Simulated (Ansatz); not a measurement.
**SnHCl₂ radical (SMILES [Cl][SnH][Cl]): the energy over two coordinates**

How do the bond length Sn2–H4 and the angle Cl1–Sn2–H4 shape the energy together? Both are set rigidly from the minimum, the first before the second.

Method: single points in def2-TZVPP; program: Ansatz 0.2.0, Gaussian basis.

Levels: PBE-D4, r2SCAN-D4, PBE0-D4, Hartree-Fock, MP2, CCSD, CCSD(T).

Correlated methods freeze the cores. Filled d shells of the heavier atoms are correlated. Core potentials replace the inner electrons past krypton, and spin-orbit coupling is left out. Orbitals are unrestricted.

6 further runs of the same task are left out: 6 set aside as unsound or not needed.

### Step 1. Starting geometry

SMILES `[Cl][SnH][Cl]`, 4 atoms, charge 0, spin multiplicity 2.

Atoms are counted from 1 here; the program's logs count them from 0.

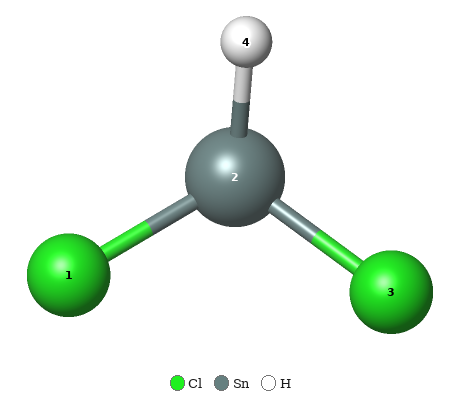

As it starts; chlorine green, tin teal, hydrogen white; atoms are numbered from 1 in the order of the file.

Geometry (Å):

```
Cl   -2.1233    0.0566    0.0200
Sn    0.1054   -0.1176   -0.5380
Cl    1.1398   -1.4770    1.0477
H     0.9336    1.4778   -0.5501
```

### Step 2. A first relaxation in a small basis

pre/in.yaml

```yaml
crystal:
  periodic: [false, false, false]
  atoms:
    - {symbol: Cl, position_ang: [-2.123300, 0.056600, 0.020000]}
    - {symbol: Sn, position_ang: [0.105400, -0.117600, -0.538000]}
    - {symbol: Cl, position_ang: [1.139800, -1.477000, 1.047700]}
    - {symbol: H, position_ang: [0.933600, 1.477800, -0.550100]}
basis:
  gaussian: {orbitals: def2-SVP}
magnetization: {spin_polarized: true, initial_magnetization: 1}
hamiltonian: {xc: pbe, dispersion: d4}
relax: {f_tol: 0.03, max_steps: 250}
```

No record of the launch command was kept for these runs.

The log in pre was not kept; the run's report gives a total energy of -30876.335567 eV.

It took 1.8 s on 4 threads, shared host; peak memory 0.17 GiB.

Close pairs (by a distance rule), those that changed most:

```csv
bond,before (Å),after (Å),change (Å)
Cl1–Sn2,2.304,2.393,+0.089
Sn2–Cl3,2.331,2.393,+0.062
Sn2–H4,1.798,1.777,-0.020
```

### Step 3. Relaxation at PBE0-D4

relax/in.yaml

```yaml
crystal:
  periodic: [false, false, false]
  atoms:
    - {symbol: Cl, position_ang: [-2.143779, 0.115622, 0.028125]}
    - {symbol: Sn, position_ang: [0.141824, -0.156399, -0.626183]}
    - {symbol: Cl, position_ang: [1.180510, -1.476098, 1.078609]}
    - {symbol: H, position_ang: [0.876945, 1.456674, -0.500951]}
basis:
  gaussian: {orbitals: def2-TZVP}
magnetization: {spin_polarized: true, initial_magnetization: 1}
hamiltonian: {xc: pbe0, dispersion: d4}
relax: {f_tol: 0.005, max_steps: 200}
```

The log of the run (excerpt; [...] marks lines left out):

```text
Functional definition: PBE0
  name "PBE0"
  cite "Adamo & Barone, J. Chem. Phys. 110, 6158 (1999) doi:10.1063/1.478522"
  cite "Perdew, Burke & Ernzerhof, Phys. Rev. Lett. 77, 3865 (1996) doi:10.1103/PhysRevLett.77.3865"
  parent pbe
[...]
1041 factors; their error is unknown
[...]
mean field -30887.42299390 eV, -1135.0918587784 hartree, gradient 2.3e-5 eV, S^2 0.755476; 0 other end points of the search recorded, 0 dependent functions left out
[...]
reference -30887.42302455 eV, -1135.0918599051 hartree; 29, 28 occupied and 101, 102 virtual orbitals, 1041 factors
relax step   1: F+E_penalty+E_count = -30887.52007730 eV  Δ(F+E_penalty+E_count) = +0.000e0 eV  max|allowed force component| = 7.298e-1 eV/Å  Δτ_max = 0.0000 Å  (31 SCF iters, accepted)
[...]
relax step   3: F+E_penalty+E_count = -30887.57132951 eV  Δ(F+E_penalty+E_count) = -6.551e-3 eV  max|allowed force component| = 1.136e-2 eV/Å  Δτ_max = 0.0217 Å  (35 SCF iters, accepted)
[...]
relax step   4: F+E_penalty+E_count = -30887.57134700 eV  Δ(F+E_penalty+E_count) = -1.750e-5 eV  max|allowed force component| = 4.360e-3 eV/Å  Δτ_max = 0.0031 Å  (26 SCF iters, accepted)
1041 factors; their error is unknown
mean field -30887.47264561 eV, -1135.0936834453 hartree, gradient 2.1e-5 eV, S^2 0.754424; 1 other end points of the search recorded, 0 dependent functions left out
[...]
reference -30887.47267628 eV, -1135.0936845724 hartree; 29, 28 occupied and 101, 102 virtual orbitals, 1041 factors
Total energy: -30887.57137767 eV, -1135.0973117816 hartree
Atom 0 at    -2.090791     0.100597     0.032431 Å, force    -0.000001    -0.000931    -0.001110 eV/Å
Atom 1 at     0.142024    -0.144338    -0.606471 Å, force    -0.000287     0.002293     0.004360 eV/Å
Atom 2 at     1.140764    -1.447865     1.053948 Å, force    -0.000140    -0.000854    -0.001155 eV/Å
Atom 3 at     0.863503     1.431405    -0.500308 Å, force     0.000429    -0.000508    -0.002095 eV/Å
Dipole moment:     0.233941     0.185602    -0.458721 e Å
```

It took 7.5 s on 4 threads, shared host; peak memory 0.41 GiB.

Along the way:

```
step  energy from step 1 (eV)  largest force component (eV/Å)
   1                   0.0000                          0.7298
   2                  -0.0447                          0.2385
   3                  -0.0513                          0.0114
   4                  -0.0513                          0.0044
```

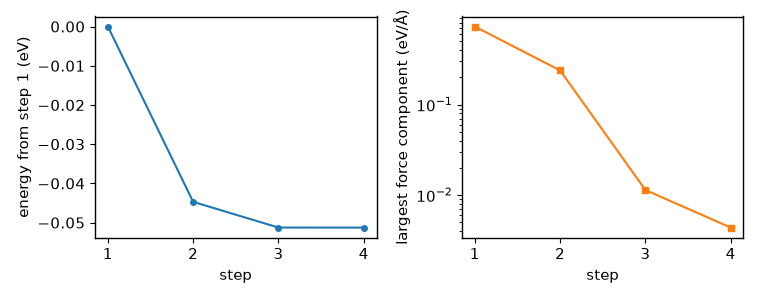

Energy and force, step by step.

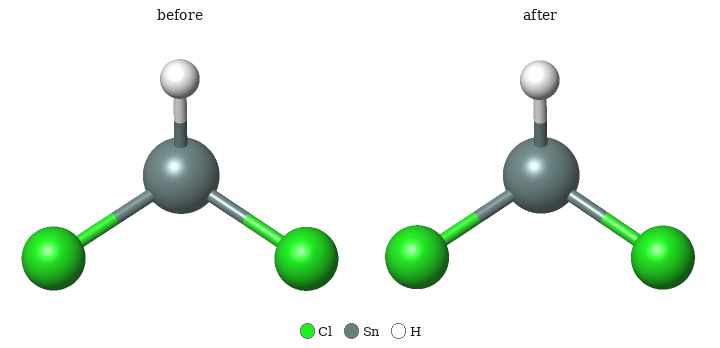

The geometry before (left) and after (right).

Distances of close pairs at the start and the end, largest changes first:

```
   bond  before (Å)  after (Å)  change (Å)
Sn2–Cl3       2.393      2.335      -0.058
Cl1–Sn2       2.393      2.335      -0.058
 Sn2–H4       1.777      1.736      -0.041
```

### Step 4. The minimum at every level

min-pbe-tzvpp/in.yaml

```yaml
crystal:
  periodic: [false, false, false]
  atoms:
    - {symbol: Cl, position_ang: [-2.090791, 0.100597, 0.032431]}
    - {symbol: Sn, position_ang: [0.142024, -0.144338, -0.606471]}
    - {symbol: Cl, position_ang: [1.140764, -1.447865, 1.053948]}
    - {symbol: H, position_ang: [0.863503, 1.431405, -0.500308]}
basis:
  gaussian: {orbitals: def2-TZVPP}
magnetization: {spin_polarized: true, initial_magnetization: 1}
hamiltonian: {xc: pbe, dispersion: d4}
```

min-r2scan-tzvpp/in.yaml differs from min-pbe-tzvpp/in.yaml so:

```diff
-hamiltonian: {xc: pbe, dispersion: d4}
+hamiltonian: {xc: r2scan, dispersion: d4}
```

min-pbe0-tzvpp/in.yaml:

```diff
-hamiltonian: {xc: pbe, dispersion: d4}
+hamiltonian: {xc: pbe0, dispersion: d4}
```

min-b3lyp-tzvpp/in.yaml:

```diff
-hamiltonian: {xc: pbe, dispersion: d4}
+hamiltonian: {xc: {name: B3LYP}, dispersion: d4}
```

min-wb97mv-tzvpp/in.yaml:

```diff
-hamiltonian: {xc: pbe, dispersion: d4}
+hamiltonian: {xc: {name: wB97M-V}}
```

min-ccsdt-tzvpp/in.yaml:

```diff
-hamiltonian: {xc: pbe, dispersion: d4}
+correlation: {method: ccsd_t}
+scf: {omitted_lower_state_checks: [cluster_reference]}
```

Log of min-pbe-tzvpp:

```text
Functional definition: PBE
  name "PBE"
[... 2 set-up lines as earlier in the session ...]
  parameter kappa = 0.804
  parameter beta = 0.06672455060314922
  exchange = pbe_x(kappa = kappa, mu = beta*pi^2/3)
  correlation = pbe_c(beta = beta)
1035 factors; their error is unknown
mean field evaluation 1: about -30883.8308 eV, gradient 1.7e1 eV
mean field evaluation 2: about -30881.0521 eV, gradient 2.9e1 eV
mean field evaluation 4: about -30885.2660 eV, gradient 1.5e0 eV
mean field evaluation 8: about -30885.2816 eV, gradient 5.3e-2 eV
mean field evaluation 16: about -30885.2620 eV, gradient 2.5e-4 eV
mean field -30885.26199074 eV, -1135.0124433772 hartree, gradient 7.0e-6 eV, S^2 0.752456; 0 other end points of the search recorded, 0 dependent functions left out
reference -30885.26203170 eV, -1135.0124448826 hartree; 29, 28 occupied and 119, 120 virtual orbitals, 1035 factors
Total energy: -30885.37734044 eV, -1135.0166824005 hartree
```

Output in min-r2scan-tzvpp:

```text
Functional definition: r2SCAN
  name "r2SCAN"
  cite "Furness, Kaplan, Ning, Perdew & Sun, J. Phys. Chem. Lett. 11, 8208 (2020) doi:10.1021/acs.jpclett.0c02405"
  cite "Furness, Kaplan, Ning, Perdew & Sun, J. Phys. Chem. Lett. 11, 9248 (2020) doi:10.1021/acs.jpclett.0c03077"
  parent r2scan
  parameter k0 = 0.174
  parameter k1 = 0.065
  parameter a1 = 4.9479
  exchange = r2scan_x(k0 = k0, k1 = k1, a1 = a1)
  correlation = r2scan_c
1035 factors; their error is unknown
mean field evaluation 1: about -30895.0918 eV, gradient 1.5e1 eV
mean field evaluation 2: about -30893.8196 eV, gradient 2.2e1 eV
mean field evaluation 4: about -30896.2075 eV, gradient 1.0e0 eV
mean field evaluation 8: about -30896.2120 eV, gradient 4.4e-2 eV
mean field evaluation 16: about -30896.1921 eV, gradient 4.1e-4 eV
mean field -30896.19214854 eV, -1135.4141192676 hartree, gradient 3.3e-5 eV, S^2 0.755796; 0 other end points of the search recorded, 0 dependent functions left out
reference -30896.19216261 eV, -1135.4141197847 hartree; 29, 28 occupied and 119, 120 virtual orbitals, 1035 factors
Total energy: -30896.21633327 eV, -1135.4150080401 hartree
```

Output in min-pbe0-tzvpp (excerpt; [...] marks lines left out):

```text
[... 5 set-up lines as earlier in the session ...]
  parameter a = 0.25
[... 2 set-up lines as earlier in the session ...]
  exchange = (1 - a)*pbe_x(kappa = kappa, mu = beta*pi^2/3) + a*exact_x
[... 1 set-up line as earlier in the session ...]
1170 factors; their error is unknown
mean field evaluation 1: about -30886.2007 eV, gradient 1.4e1 eV
mean field evaluation 2: about -30885.5575 eV, gradient 2.0e1 eV
mean field evaluation 4: about -30887.3322 eV, gradient 6.9e-1 eV
mean field evaluation 8: about -30887.4805 eV, gradient 2.8e-2 eV
mean field evaluation 16: about -30887.4805 eV, gradient 3.7e-5 eV
mean field -30887.48045750 eV, -1135.0939705268 hartree, gradient 3.7e-5 eV, S^2 0.754461; 0 other end points of the search recorded, 0 dependent functions left out
reference -30887.48048785 eV, -1135.0939716421 hartree; 29, 28 occupied and 119, 120 virtual orbitals, 1170 factors
Total energy: -30887.57918923 eV, -1135.0975988511 hartree
```

min-b3lyp-tzvpp printed (excerpt; [...] marks lines left out):

```text
Functional definition: B3LYP
  name "B3LYP"
  cite "Stephens, Devlin, Chabalowski & Frisch, J. Phys. Chem. 98, 11623 (1994) doi:10.1021/j100096a001"
  cite "Becke, Phys. Rev. A 38, 3098 (1988) doi:10.1103/PhysRevA.38.3098"
  cite "Lee, Yang & Parr, Phys. Rev. B 37, 785 (1988) doi:10.1103/PhysRevB.37.785"
  cite "Vosko, Wilk & Nusair, Can. J. Phys. 58, 1200 (1980) doi:10.1139/p80-159"
[...]
1117 factors; their error is unknown
[...]
mean field -30898.37707481 eV, -1135.4944138270 hartree, gradient 6.9e-5 eV, S^2 0.753976; 0 other end points of the search recorded, 0 dependent functions left out
reference -30898.37732060 eV, -1135.4944228598 hartree; 29, 28 occupied and 119, 120 virtual orbitals, 1117 factors
Total energy: -30898.56844093 eV, -1135.5014464022 hartree
```

Log of min-wb97mv-tzvpp (excerpt; [...] marks lines left out):

```text
Functional definition: wB97M-V
  name "wB97M-V"
  cite "Mardirossian & Head-Gordon, J. Chem. Phys. 144, 214110 (2016) doi:10.1063/1.4952647"
  cite "Becke, J. Chem. Phys. 107, 8554 (1997) doi:10.1063/1.475007"
  cite "Vydrov & Van Voorhis, J. Chem. Phys. 133, 244103 (2010) doi:10.1063/1.3521275"
  # Of w^i u^j: cxij and so on, Table III.
[...]
  gx(w, u) = 1 - cx + cx01*u + cx10*w
  gss(w, u) = css00 + css04*u^4 + css10*w + css20*w^2 + css43*w^4*u^3
  gos(w, u) = cos00 + cos10*w + (cos20 + cos21*u)*w^2 + (cos60 + cos61*u)*w^6
[...]
      + integral(e_c_pw_mod_opposite_spin*gos(b97_w_opposite, b97_u_opposite)) + vv10(b, c)
1111 factors; their error is unknown
185 factors; integrals over basis functions are off by at most 4.3e-5 eV
[...]
mean field -30892.94242361 eV, -1135.2946940793 hartree, gradient 3.6e-5 eV, S^2 0.754363; 0 other end points of the search recorded, 0 dependent functions left out
reference -30892.94246945 eV, -1135.2946957637 hartree; 29, 28 occupied and 119, 120 virtual orbitals, 1111 factors
Total energy: -30892.94246945 eV, -1135.2946957637 hartree
```

Output in min-ccsdt-tzvpp (excerpt; [...] marks lines left out):

```text
Functional definition: HF
  name "HF"
  cite "Fock, Z. Phys. 61, 126 (1930) doi:10.1007/BF01340294"
[... 1 set-up line as earlier in the session ...]
[...]
1045 factors; integrals over basis functions are off by at most 8.9e-4 eV
[...]
mean field -30831.41451265 eV, -1133.0335850566 hartree, gradient 1.5e-6 eV, S^2 0.761680; 0 other end points of the search recorded, 0 dependent functions left out
14 core orbitals not correlated: weight in the atoms' cores, before any rotation towards them, 1.000 or more for the frozen orbitals, at most 0.000 for the correlated occupied ones
reference -30831.41451265 eV, -1133.0335850566 hartree; 15, 14 occupied and 119, 120 virtual orbitals, 1045 factors
second order -18.35143552 eV of doubles, -0.00000000 eV of singles
cycle   1  -18.67708018 eV  change   -3.3e-1 eV  update   9.6e-2
[...]
cycle  12  -19.18091316 eV  change   -5.5e-6 eV  update   1.0e-5
perturbative correction -0.71936099 eV, -0.0264360288 hartree
Total energy: -30851.31478681 eV, -1133.7649066429 hartree
Checks for a lower state left out: cluster_reference
```

They took 1 s (min-pbe-tzvpp), 1.9 s (min-r2scan-tzvpp), 1.3 s (min-pbe0-tzvpp), 1.6 s (min-b3lyp-tzvpp), 3.9 s (min-wb97mv-tzvpp), 30 s (min-ccsdt-tzvpp) on 4 threads, shared host; peak memory 2.4 GiB.

At the minimum the bond length Sn2–H4 is 1.736 Å and the angle Cl1–Sn2–H4 is 106.6°.

### Step 5. Sn2–H4 = 1.493 Å, Cl1–Sn2–H4 = 76.6°

ccsdt-tzvpp/in.yaml

```yaml
crystal:
  periodic: [false, false, false]
  atoms:
    - {symbol: Cl, position_ang: [-1.618292, 1.209294, 0.116453]}
    - {symbol: Sn, position_ang: [0.142024, -0.144338, -0.606471]}
    - {symbol: Cl, position_ang: [1.140764, -1.447865, 1.053948]}
    - {symbol: H, position_ang: [0.762402, 1.210596, -0.515184]}
basis:
  gaussian: {orbitals: def2-TZVPP}
magnetization: {spin_polarized: true, initial_magnetization: 1}
correlation: {method: ccsd_t}
scf: {omitted_lower_state_checks: [cluster_reference]}
```

The log of the run (excerpt; [...] marks lines left out):

```text
[... 4 set-up lines as earlier in the session ...]
[...]
1047 factors; integrals over basis functions are off by at most 6.5e-4 eV
[...]
mean field -30830.30948036 eV, -1132.9929758690 hartree, gradient 1.7e-6 eV, S^2 0.758621; 0 other end points of the search recorded, 0 dependent functions left out
14 core orbitals not correlated: weight in the atoms' cores, before any rotation towards them, 1.000 or more for the frozen orbitals, at most 0.000 for the correlated occupied ones
reference -30830.30948036 eV, -1132.9929758690 hartree; 15, 14 occupied and 119, 120 virtual orbitals, 1047 factors
second order -18.52292824 eV of doubles, -0.00000000 eV of singles
cycle   1  -18.80952705 eV  change   -2.9e-1 eV  update   9.7e-2
[...]
cycle  12  -19.30924429 eV  change   -3.0e-5 eV  update   2.7e-5
perturbative correction -0.72761849 eV, -0.0267394863 hartree
Total energy: -30850.34634314 eV, -1133.7293169946 hartree
Checks for a lower state left out: cluster_reference
```

It took 31 s on 4 threads, shared host; peak memory 2.4 GiB.

The other levels were run on the same coordinates; their logs were not kept, and their results stand in the tables.

### Step 6. Sn2–H4 = 1.493 Å, Cl1–Sn2–H4 = 91.6°

Changes to ccsdt-tzvpp/in.yaml since step 5:

```diff
@@ -3,3 +3,3 @@
   atoms:
-    - {symbol: Cl, position_ang: [-1.618292, 1.209294, 0.116453]}
+    - {symbol: Cl, position_ang: [-1.925031, 0.682756, 0.098405]}
     - {symbol: Sn, position_ang: [0.142024, -0.144338, -0.606471]}
```

The log of the run (excerpt; [...] marks lines left out):

```text
[... 4 set-up lines as earlier in the session ...]
[...]
1048 factors; integrals over basis functions are off by at most 7.0e-4 eV
[...]
mean field -30830.79209462 eV, -1133.0107116159 hartree, gradient 2.5e-6 eV, S^2 0.757034; 0 other end points of the search recorded, 0 dependent functions left out
14 core orbitals not correlated: weight in the atoms' cores, before any rotation towards them, 1.000 or more for the frozen orbitals, at most 0.000 for the correlated occupied ones
reference -30830.79209462 eV, -1133.0107116159 hartree; 15, 14 occupied and 119, 120 virtual orbitals, 1048 factors
second order -18.44378603 eV of doubles, -0.00000000 eV of singles
cycle   1  -18.74974092 eV  change   -3.1e-1 eV  update   9.4e-2
[...]
cycle  12  -19.23688327 eV  change   -1.0e-5 eV  update   1.3e-5
perturbative correction -0.71381396 eV, -0.0262321794 hartree
Total energy: -30850.74279186 eV, -1133.7438862162 hartree
Checks for a lower state left out: cluster_reference
```

Run time: 33 s. Hardware: 4 threads, shared host; peak memory 2.4 GiB.

### Step 7. Sn2–H4 = 1.493 Å, Cl1–Sn2–H4 = 106.6°

Changes to ccsdt-tzvpp/in.yaml since step 6:

```diff
@@ -3,3 +3,3 @@
   atoms:
-    - {symbol: Cl, position_ang: [-1.925031, 0.682756, 0.098405]}
+    - {symbol: Cl, position_ang: [-2.090904, 0.099852, 0.032320]}
     - {symbol: Sn, position_ang: [0.142024, -0.144338, -0.606471]}
```

The log of the run (excerpt; [...] marks lines left out):

```text
[... 4 set-up lines as earlier in the session ...]
[...]
1048 factors; integrals over basis functions are off by at most 8.7e-4 eV
[...]
mean field -30830.94506825 eV, -1133.0163332929 hartree, gradient 2.5e-6 eV, S^2 0.756317; 0 other end points of the search recorded, 0 dependent functions left out
14 core orbitals not correlated: weight in the atoms' cores, before any rotation towards them, 1.000 or more for the frozen orbitals, at most 0.000 for the correlated occupied ones
reference -30830.94506825 eV, -1133.0163332929 hartree; 15, 14 occupied and 119, 120 virtual orbitals, 1048 factors
second order -18.41926595 eV of doubles, -0.00000000 eV of singles
cycle   1  -18.73043685 eV  change   -3.1e-1 eV  update   9.2e-2
[...]
cycle  11  -19.21315695 eV  change   -2.0e-5 eV  update   1.5e-5
perturbative correction -0.70929300 eV, -0.0260660371 hartree
Total energy: -30850.86751820 eV, -1133.7484698247 hartree
Checks for a lower state left out: cluster_reference
```

Wall time 31 s (4 threads, shared host); peak memory 2.4 GiB.

### Step 8. Sn2–H4 = 1.493 Å, Cl1–Sn2–H4 = 121.6°

Changes to ccsdt-tzvpp/in.yaml since step 7:

```diff
@@ -3,3 +3,3 @@
   atoms:
-    - {symbol: Cl, position_ang: [-2.090904, 0.099852, 0.032320]}
+    - {symbol: Cl, position_ang: [-2.104607, -0.499692, -0.077297]}
     - {symbol: Sn, position_ang: [0.142024, -0.144338, -0.606471]}
```

The log of the run (excerpt; [...] marks lines left out):

```text
[... 4 set-up lines as earlier in the session ...]
[...]
1048 factors; integrals over basis functions are off by at most 8.2e-4 eV
[...]
mean field -30830.84395531 eV, -1133.0126174612 hartree, gradient 1.6e-6 eV, S^2 0.756127; 0 other end points of the search recorded, 0 dependent functions left out
14 core orbitals not correlated: weight in the atoms' cores, before any rotation towards them, 1.000 or more for the frozen orbitals, at most 0.000 for the correlated occupied ones
reference -30830.84395531 eV, -1133.0126174612 hartree; 15, 14 occupied and 119, 120 virtual orbitals, 1048 factors
second order -18.42794167 eV of doubles, -0.00000000 eV of singles
cycle   1  -18.73635684 eV  change   -3.1e-1 eV  update   9.2e-2
[...]
cycle  11  -19.21917650 eV  change   -1.6e-5 eV  update   1.2e-5
perturbative correction -0.71005414 eV, -0.0260940084 hartree
Total energy: -30850.77318595 eV, -1133.7450031787 hartree
Checks for a lower state left out: cluster_reference
```

It took 32 s on 4 threads, shared host; peak memory 2.4 GiB.

### Step 9. Sn2–H4 = 1.493 Å, Cl1–Sn2–H4 = 136.6°

Changes to ccsdt-tzvpp/in.yaml since step 8:

```diff
@@ -3,3 +3,3 @@
   atoms:
-    - {symbol: Cl, position_ang: [-2.104607, -0.499692, -0.077297]}
+    - {symbol: Cl, position_ang: [-1.965205, -1.075020, -0.222976]}
     - {symbol: Sn, position_ang: [0.142024, -0.144338, -0.606471]}
```

The log of the run (excerpt; [...] marks lines left out):

```text
[... 4 set-up lines as earlier in the session ...]
[...]
1048 factors; integrals over basis functions are off by at most 9.4e-4 eV
[...]
mean field -30830.51896392 eV, -1133.0006742476 hartree, gradient 2.5e-6 eV, S^2 0.756466; 0 other end points of the search recorded, 0 dependent functions left out
14 core orbitals not correlated: weight in the atoms' cores, before any rotation towards them, 1.000 or more for the frozen orbitals, at most 0.000 for the correlated occupied ones
reference -30830.51896392 eV, -1133.0006742476 hartree; 15, 14 occupied and 119, 120 virtual orbitals, 1048 factors
second order -18.46545845 eV of doubles, -0.00000000 eV of singles
cycle   1  -18.76382263 eV  change   -3.0e-1 eV  update   9.3e-2
[...]
cycle  11  -19.25048290 eV  change   -2.9e-5 eV  update   2.4e-5
perturbative correction -0.71547007 eV, -0.0262930401 hartree
Total energy: -30850.48491688 eV, -1133.7344094858 hartree
Checks for a lower state left out: cluster_reference
```

It took 29 s on 4 threads, shared host; peak memory 2.4 GiB.

### Step 10. Sn2–H4 = 1.619 Å, Cl1–Sn2–H4 = 76.6°

ccsdt-tzvpp/in.yaml

```yaml
crystal:
  periodic: [false, false, false]
  atoms:
    - {symbol: Cl, position_ang: [-1.618292, 1.209294, 0.116453]}
    - {symbol: Sn, position_ang: [0.142024, -0.144338, -0.606471]}
    - {symbol: Cl, position_ang: [1.140764, -1.447865, 1.053948]}
    - {symbol: H, position_ang: [0.814758, 1.324945, -0.507480]}
basis:
  gaussian: {orbitals: def2-TZVPP}
magnetization: {spin_polarized: true, initial_magnetization: 1}
correlation: {method: ccsd_t}
scf: {omitted_lower_state_checks: [cluster_reference]}
```

The log of the run (excerpt; [...] marks lines left out):

```text
[... 4 set-up lines as earlier in the session ...]
[...]
1048 factors; integrals over basis functions are off by at most 6.3e-4 eV
[...]
mean field -30830.71643941 eV, -1133.0079313382 hartree, gradient 1.6e-6 eV, S^2 0.761513; 0 other end points of the search recorded, 0 dependent functions left out
14 core orbitals not correlated: weight in the atoms' cores, before any rotation towards them, 1.000 or more for the frozen orbitals, at most 0.000 for the correlated occupied ones
reference -30830.71643941 eV, -1133.0079313382 hartree; 15, 14 occupied and 119, 120 virtual orbitals, 1048 factors
second order -18.48102123 eV of doubles, -0.00000000 eV of singles
cycle   1  -18.77699879 eV  change   -3.0e-1 eV  update   9.8e-2
[...]
cycle  12  -19.28752974 eV  change   -3.4e-5 eV  update   3.2e-5
perturbative correction -0.73254336 eV, -0.0269204719 hartree
Total energy: -30850.73651251 eV, -1133.7436554545 hartree
Checks for a lower state left out: cluster_reference
```

Wall time 30 s (4 threads, shared host); peak memory 2.4 GiB.

(Part 1 of 2 ends here.)
